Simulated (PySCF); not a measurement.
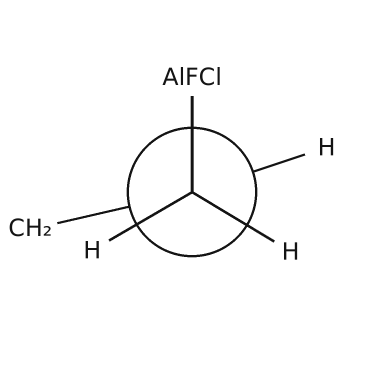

A Newman projection along the C–C bond, carbon in front; angles are drawn as computed, but eclipsed bonds slightly apart. The geometry was computed by an optimisation with PBE0-D3(BJ)/def2-SVP. No frequency run is at hand to confirm it as a minimum.

**Which molecule is it?**

C3H5AlClF, C=C[CH2][Al]([F])[Cl]

**What is the torsion angle from the front AlFCl to the back CH2? The sign is positive where the front bond must turn clockwise to cover the back bond.**

−107°, anticlinal.
